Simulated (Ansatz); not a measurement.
# Run report: CH₁₀BNOSi₂, nudged elastic band (part 2 of 2)

The same run, continued: CH₁₀BNOSi₂; RKS BLYP-D4/cc-pVDZ (Ansatz 0.2.0). It belongs to a series of runs on one base structure; here: band between the two ends.

Geometry of the input (Å):
```
B  2.2447  -0.4779  -1.2702
O  1.2212  0.3682  -0.9791
Si -0.3018  0.1295  -0.1794
C  -0.6542  -1.6901  0.1891
N  -1.4869  0.6791  -1.3619
Si -0.1023  1.4624  1.7741
H  3.1999  -0.0172  -1.8682
H  2.2063  -1.6518  -0.9368
H  0.1298  -2.1196  0.8439
H  -0.6865  -2.2792  -0.7499
H  -1.6292  -1.7966  0.7088
H  -1.4957  1.6840  -1.5747
H  -2.4540  0.3778  -1.1904
H  1.0277  1.0065  2.6626
H  0.1376  2.9030  1.3998
H  -1.3794  1.3991  2.5765
```

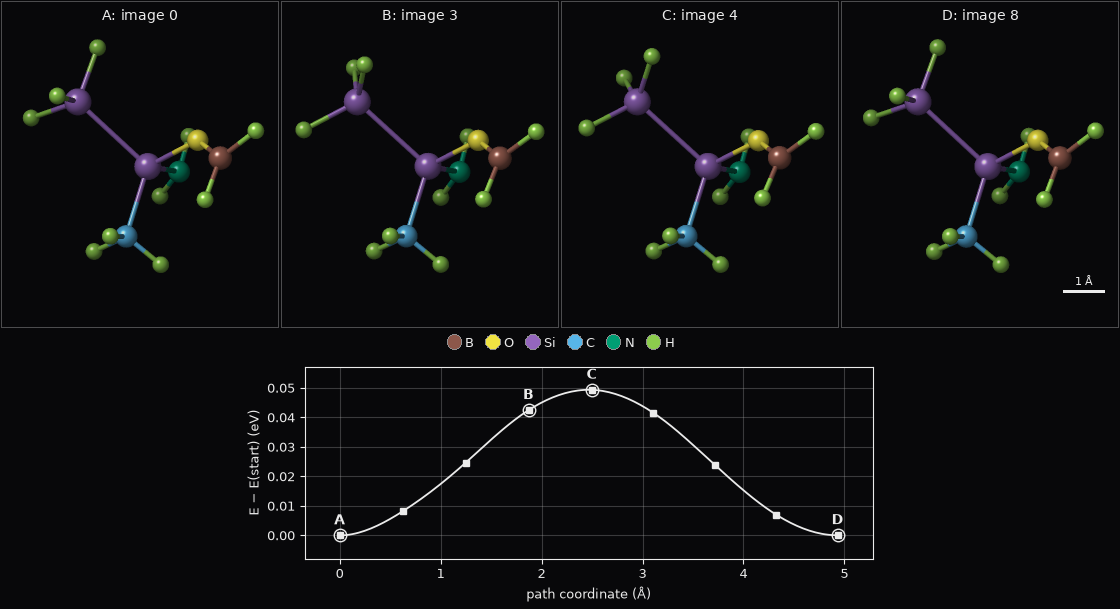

Figure 1. Images of the last band (counted from 0; ball-and-stick, seen at a tilt) above the energy along the path; the line is a cubic interpolation that uses the forces. The highest image is number 4, 0.049 eV above the start and 0.049 eV above the end (the climbing image); start and end have the same energy. The path is 4.93 Å long. The band converged in 23 iterations.

```
Total energy: -21169.26609945 eV, -777.9561801108 hartree
Atom 0 at     2.277508    -0.615564    -1.140934 Å, force    -0.001064     0.002503    -0.000719 eV/Å
Atom 1 at     1.289618     0.293454    -0.931190 Å, force    -0.001397    -0.002470     0.002320 eV/Å
Atom 2 at    -0.285039     0.164266    -0.211162 Å, force     0.003964     0.001743    -0.001493 eV/Å
Atom 3 at    -0.784019    -1.629605     0.112378 Å, force    -0.000086    -0.001514    -0.000406 eV/Å
Atom 4 at    -1.360796     0.797920    -1.454593 Å, force    -0.000451     0.000323     0.000090 eV/Å
Atom 5 at    -0.093287     1.437649     1.801251 Å, force    -0.000526     0.000326     0.000204 eV/Å
Atom 6 at     3.285951    -0.228805    -1.702372 Å, force    -0.000021     0.000220     0.000140 eV/Å
Atom 7 at     2.157219    -1.772892    -0.772345 Å, force     0.000035    -0.001452    -0.000363 eV/Å
Atom 8 at    -0.066627    -2.121449     0.798764 Å, force    -0.000306     0.000443     0.000469 eV/Å
Atom 9 at    -0.811645    -2.203375    -0.836255 Å, force     0.000049     0.000049     0.000545 eV/Å
Atom 10 at    -1.788256    -1.672679     0.583453 Å, force    -0.000467     0.000236     0.000036 eV/Å
Atom 11 at    -1.300899     1.805727    -1.645430 Å, force     0.000108    -0.000392    -0.000464 eV/Å
Atom 12 at    -2.352313     0.554898    -1.337185 Å, force     0.000169     0.000419    -0.000028 eV/Å
Atom 13 at     1.288531     2.012152     1.973459 Å, force     0.000021     0.000467    -0.000479 eV/Å
Atom 14 at    -1.080826     2.578814     1.803360 Å, force    -0.000449    -0.000414     0.000247 eV/Å
Atom 15 at    -0.397918     0.576587     3.003000 Å, force     0.000422    -0.000486    -0.000100 eV/Å
Dipole moment:    -0.572283     0.001723     0.078709 e Å
this run last wrote the band of iteration 23 to [file]
```

**The last band as extended XYZ (Å, eV, eV/Å)**
```
16
Properties=species:S:1:pos:R:3:forces:R:3 image=0 energy=-21169.31500
B     2.2447   -0.4779   -1.2702   -0.0004  -0.0026   0.0034
O     1.2212    0.3682   -0.9791    0.0028  -0.0041  -0.0019
Si   -0.3018    0.1295   -0.1794   -0.0027   0.0013  -0.0012
C    -0.6542   -1.6901    0.1891    0.0035  -0.0006   0.0008
N    -1.4869    0.6791   -1.3619   -0.0021  -0.0066  -0.0004
Si   -0.1023    1.4624    1.7741    0.0014   0.0026   0.0019
H     3.1999   -0.0172   -1.8682   -0.0035  -0.0024   0.0022
H     2.2063   -1.6518   -0.9368   -0.0007   0.0097  -0.0023
H     0.1298   -2.1196    0.8439   -0.0016   0.0001  -0.0007
H    -0.6865   -2.2792   -0.7499   -0.0007   0.0013  -0.0004
H    -1.6292   -1.7966    0.7088    0.0003  -0.0004  -0.0011
H    -1.4957    1.6840   -1.5747    0.0017   0.0012   0.0018
H    -2.4540    0.3778   -1.1904    0.0015   0.0017   0.0000
H     1.0277    1.0065    2.6626   -0.0003   0.0001  -0.0010
H     0.1376    2.9030    1.3998    0.0000  -0.0012   0.0010
H    -1.3794    1.3991    2.5765    0.0010  -0.0001  -0.0019
16
Properties=species:S:1:pos:R:3:forces:R:3 image=1 energy=-21169.30685
B     2.2482   -0.5293   -1.2662    0.0096  -0.0052  -0.0050
O     1.2640    0.3498   -0.9406    0.0055   0.0250  -0.0038
Si   -0.2813    0.1434   -0.1780   -0.0290  -0.0299   0.0073
C    -0.6765   -1.6683    0.1891    0.0243  -0.0028  -0.0171
N    -1.4360    0.7089   -1.3833    0.0092  -0.0075   0.0112
Si   -0.1116    1.4677    1.7857    0.0027   0.0213   0.0077
H     3.2412   -0.0821   -1.8120   -0.0175  -0.0121   0.0044
H     2.1383   -1.7187   -1.0127    0.0105   0.0129  -0.0007
H     0.0808   -2.1100    0.8672   -0.0046   0.0034  -0.0023
H    -0.6929   -2.2620   -0.7475   -0.0053  -0.0006   0.0043
H    -1.6669   -1.7528    0.6823   -0.0068  -0.0023   0.0029
H    -1.4425    1.7166   -1.5823   -0.0010   0.0021   0.0025
H    -2.4062    0.4012   -1.2440    0.0012   0.0002   0.0001
H     1.1837    1.2447    2.5259   -0.0186  -0.0060  -0.0059
H    -0.2168    2.9322    1.4368    0.0153  -0.0136   0.0100
H    -1.2482    1.1358    2.7237    0.0044   0.0150  -0.0156
16
Properties=species:S:1:pos:R:3:forces:R:3 image=2 energy=-21169.29037
B     2.2672   -0.5558   -1.2027   -0.0006   0.0185  -0.0003
O     1.2678    0.3298   -0.9490    0.0041  -0.0034  -0.0089
Si   -0.2860    0.1510   -0.1947   -0.0031   0.0006   0.0009
C    -0.7179   -1.6567    0.1497    0.0046   0.0020   0.0006
N    -1.4206    0.7470   -1.4018   -0.0034  -0.0150   0.0000
Si   -0.0970    1.4600    1.7842    0.0000  -0.0069   0.0001
H     3.2587   -0.1338   -1.7690    0.0015  -0.0038  -0.0019
H     2.1737   -1.7258   -0.8677   -0.0025   0.0024   0.0000
H     0.0237   -2.1206    0.8298    0.0021   0.0004  -0.0004
H    -0.7379   -2.2397   -0.7936    0.0012   0.0009   0.0005
H    -1.7145   -1.7273    0.6331    0.0001  -0.0025   0.0015
H    -1.4314    1.7584   -1.5782   -0.0016   0.0017   0.0058
H    -2.3897    0.4240   -1.2977   -0.0042   0.0021  -0.0016
H     1.3077    1.4741    2.3292   -0.0017  -0.0134   0.0129
H    -0.5172    2.8846    1.5201    0.0156   0.0030  -0.0079
H    -1.0095    0.9078    2.8523   -0.0123   0.0133  -0.0012
16
Properties=species:S:1:pos:R:3:forces:R:3 image=3 energy=-21169.27252
B     2.2729   -0.5864   -1.1727   -0.0009   0.0045  -0.0028
O     1.2853    0.3164   -0.9353   -0.0062  -0.0044  -0.0017
Si   -0.2815    0.1596   -0.2027   -0.0037   0.0038  -0.0068
C    -0.7487   -1.6419    0.1275    0.0009   0.0025  -0.0006
N    -1.3826    0.7742   -1.4333   -0.0026  -0.0062   0.0109
Si   -0.1013    1.4467    1.7988    0.0010   0.0004  -0.0001
H     3.2739   -0.1872   -1.7387    0.0016   0.0010   0.0025
H     2.1588   -1.7507   -0.8242    0.0028   0.0015  -0.0019
H    -0.0226   -2.1219    0.8131    0.0024   0.0001   0.0010
H    -0.7701   -2.2189   -0.8192    0.0014  -0.0012   0.0003
H    -1.7512   -1.6975    0.6011    0.0026  -0.0014  -0.0002
H    -1.3582    1.7855   -1.6123   -0.0015  -0.0005   0.0004
H    -2.3643    0.4921   -1.3229    0.0013   0.0001  -0.0012
H     1.3312    1.7402    2.1610    0.0018  -0.0100   0.0066
H    -0.8297    2.7600    1.6518    0.0102   0.0051  -0.0049
H    -0.7346    0.7069    2.9522   -0.0111   0.0047  -0.0014
16
Properties=species:S:1:pos:R:3:forces:R:3 image=4 energy=-21169.26564
B     2.2775   -0.6156   -1.1409   -0.0011   0.0025  -0.0007
O     1.2896    0.2935   -0.9312   -0.0014  -0.0025   0.0023
Si   -0.2850    0.1643   -0.2112    0.0040   0.0017  -0.0015
C    -0.7840   -1.6296    0.1124   -0.0001  -0.0015  -0.0004
N    -1.3608    0.7979   -1.4546   -0.0005   0.0003   0.0001
Si   -0.0933    1.4376    1.8013   -0.0005   0.0003   0.0002
H     3.2860   -0.2288   -1.7024    0.0000   0.0002   0.0001
H     2.1572   -1.7729   -0.7723    0.0000  -0.0015  -0.0004
H    -0.0666   -2.1214    0.7988   -0.0003   0.0004   0.0005
H    -0.8116   -2.2034   -0.8363    0.0000   0.0000   0.0005
H    -1.7883   -1.6727    0.5835   -0.0005   0.0002   0.0000
H    -1.3009    1.8057   -1.6454    0.0001  -0.0004  -0.0005
H    -2.3523    0.5549   -1.3372    0.0002   0.0004   0.0000
H     1.2885    2.0122    1.9735    0.0000   0.0005  -0.0005
H    -1.0808    2.5788    1.8034   -0.0004  -0.0004   0.0002
H    -0.3979    0.5766    3.0030    0.0004  -0.0005  -0.0001
16
Properties=species:S:1:pos:R:3:forces:R:3 image=5 energy=-21169.27337
B     2.2784   -0.6269   -1.1385   -0.0016   0.0020   0.0017
O     1.3040    0.2902   -0.9023   -0.0011  -0.0046  -0.0017
Si   -0.2811    0.1658   -0.2050    0.0019   0.0010  -0.0019
C    -0.7891   -1.6264    0.1148    0.0020   0.0009  -0.0011
N    -1.3390    0.8013   -1.4635    0.0002  -0.0049   0.0005
Si   -0.1066    1.4404    1.8048   -0.0002   0.0001   0.0011
H     3.2929   -0.2381   -1.6878    0.0008  -0.0016   0.0030
H     2.1408   -1.7926   -0.8043   -0.0006  -0.0023  -0.0005
H    -0.0729   -2.1212    0.8004   -0.0025   0.0004   0.0006
H    -0.8186   -2.1988   -0.8346   -0.0016   0.0010   0.0000
H    -1.7935   -1.6674    0.5858   -0.0029   0.0011  -0.0002
H    -1.2722    1.8079   -1.6583    0.0053   0.0021  -0.0006
H    -2.3329    0.5649   -1.3521    0.0011   0.0049  -0.0017
H     1.1301    2.3002    1.8086   -0.0053   0.0097  -0.0063
H    -1.3060    2.3422    1.9644   -0.0078  -0.0082   0.0065
H    -0.0572    0.5357    3.0118    0.0122  -0.0016   0.0006
16
Properties=species:S:1:pos:R:3:forces:R:3 image=6 energy=-21169.29101
B     2.2756   -0.6234   -1.1470    0.0003  -0.0054   0.0035
O     1.2991    0.2888   -0.9001    0.0045   0.0034  -0.0002
Si   -0.2837    0.1596   -0.1999   -0.0057  -0.0035   0.0048
C    -0.7876   -1.6325    0.1256   -0.0031   0.0019  -0.0008
N    -1.3432    0.7946   -1.4574    0.0025   0.0015  -0.0047
Si   -0.1076    1.4410    1.7995   -0.0001   0.0002  -0.0021
H     3.2884   -0.2257   -1.6929    0.0006  -0.0026   0.0019
H     2.1413   -1.7929   -0.8251   -0.0012  -0.0010   0.0001
H    -0.0698   -2.1229    0.8126   -0.0019  -0.0012   0.0004
H    -0.8162   -2.2079   -0.8220   -0.0015   0.0002  -0.0007
H    -1.7920   -1.6746    0.5967   -0.0004   0.0016  -0.0021
H    -1.2551    1.7962   -1.6693    0.0045   0.0017  -0.0012
H    -2.3412    0.5834   -1.3317    0.0007   0.0035   0.0006
H     0.8982    2.5515    1.6439   -0.0105   0.0123  -0.0073
H    -1.4398    2.0607    2.1445   -0.0066  -0.0132   0.0086
H     0.3107    0.5812    2.9666    0.0179   0.0006  -0.0009
16
Properties=species:S:1:pos:R:3:forces:R:3 image=7 energy=-21169.30795
B     2.2673   -0.6258   -1.1589    0.0105  -0.0076   0.0049
O     1.3002    0.2917   -0.8953   -0.0135   0.0051   0.0081
Si   -0.2825    0.1544   -0.1943    0.0071   0.0062   0.0115
C    -0.7779   -1.6376    0.1419   -0.0125  -0.0012   0.0110
N    -1.3478    0.7849   -1.4485   -0.0054  -0.0050  -0.0108
Si   -0.1081    1.4519    1.7893    0.0019  -0.0116  -0.0134
H     3.2902   -0.2262   -1.6826    0.0094   0.0035  -0.0104
H     2.1162   -1.8019   -0.8720   -0.0048  -0.0081   0.0043
H    -0.0582   -2.1195    0.8331   -0.0013  -0.0033  -0.0010
H    -0.8044   -2.2216   -0.8003    0.0009   0.0019  -0.0054
H    -1.7823   -1.6796    0.6135    0.0055   0.0020  -0.0064
H    -1.2542    1.7838   -1.6703    0.0012   0.0049   0.0010
H    -2.3460    0.5787   -1.3178    0.0007   0.0053  -0.0026
H     0.5952    2.7545    1.5118   -0.0046   0.0150  -0.0062
H    -1.4815    1.7689    2.3272   -0.0111  -0.0084   0.0094
H     0.6512    0.7205    2.8673    0.0159   0.0013   0.0061
16
Properties=species:S:1:pos:R:3:forces:R:3 image=8 energy=-21169.31493
B     2.2732   -0.6339   -1.1387   -0.0082   0.0050  -0.0031
O     1.2953    0.2826   -0.9098    0.0092  -0.0124  -0.0031
Si   -0.2826    0.1509   -0.1967   -0.0014   0.0065   0.0036
C    -0.7844   -1.6400    0.1372   -0.0008   0.0003   0.0010
N    -1.3578    0.7880   -1.4388   -0.0026  -0.0001  -0.0036
Si   -0.0937    1.4605    1.7739   -0.0040  -0.0036   0.0011
H     3.2909   -0.2438   -1.6806    0.0013  -0.0008   0.0015
H     2.1335   -1.8003   -0.8071    0.0019   0.0047   0.0007
H    -0.0736   -2.1274    0.8336    0.0002   0.0003   0.0000
H    -0.8031   -2.2214   -0.8070    0.0003   0.0005  -0.0002
H    -1.7939   -1.6782    0.5972    0.0004  -0.0004   0.0001
H    -1.2794    1.7911   -1.6463    0.0020   0.0008   0.0009
H    -2.3528    0.5610   -1.3210    0.0008  -0.0012   0.0013
H     0.2703    2.8811    1.4246    0.0001  -0.0012  -0.0012
H    -1.4144    1.4872    2.5044    0.0003   0.0016   0.0015
H     0.9495    0.9199    2.7191    0.0004   0.0002  -0.0003
```

**Key numbers**

| quantity | value |
| --- | --- |
| outcome | converged |
| barrier, forward | 0.049 eV |
| barrier, backward | 0.049 eV |
| wall time | 10 min (CPU time 21 min) |
| peak memory | 0.22 GiB |

**Notes**

The order of the saddle point was not checked.
